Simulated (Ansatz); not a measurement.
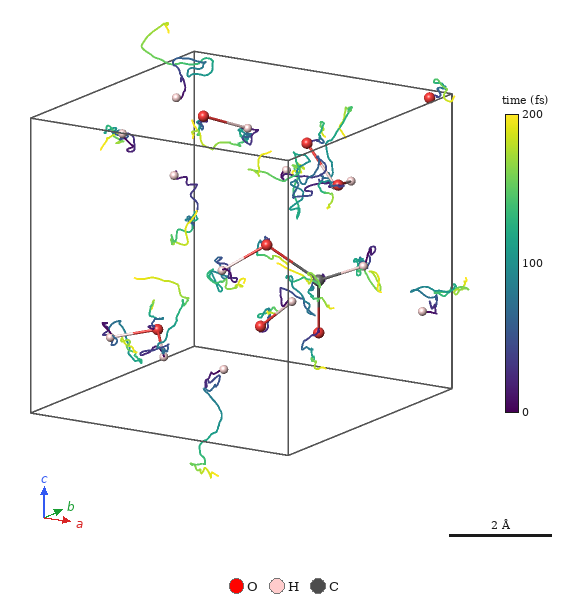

Molecular dynamics of a periodic cell with 6 H2O + 1 HCOOH at 1.17 g/cm³, 200 fs long. It starts from the last geometry of an earlier run, with fresh velocities. Lines trace each atom's path, coloured by time; spheres stand at the starting positions. Seen from a free direction in the simulation cell.

Computed with DFT PBE, scalar-relativistic, plane waves, PAW (Ansatz 0.2.0). Settings: plane-wave cutoff 420 eV; k-point mesh 1 × 1 × 1; Fermi-Dirac smearing 0.02 eV; low-accuracy preset; Langevin thermostat (NVT); set temperature 1000 K; time step 0.5 fs; H given the mass 2.014 u; friction 0.05 per fs.

Q: Describe the motion.

A: Root-mean-square distances from the starting positions over the second half, with the common drift of all atoms taken out: H 1.04 Å, O 0.58 Å, C 0.48 Å. The heavy atoms stay within a fraction of a molecule's size of their starting places, while the hydrogen atoms travel further, as molecules turn; so short a run doesn't tell a liquid from a solid. The mean temperature in the second half is 981 K (standard deviation 153 K). The potential energy is still drifting at the end, so the run hasn't reached equilibrium. The potential energy in the second half lies on average 8.4 meV per atom above the first frame.

Limits of the set-up: the program's low-accuracy preset was used; masses were changed (H 2.014 u), which shifts the vibrations; the periodic images lie only 6.0 Å apart, so the values are limited by the cell's size.

Cost: 9.1 min on 1 thread of Arm Neoverse V1, with other jobs on the host, peak memory 0.33 GiB.
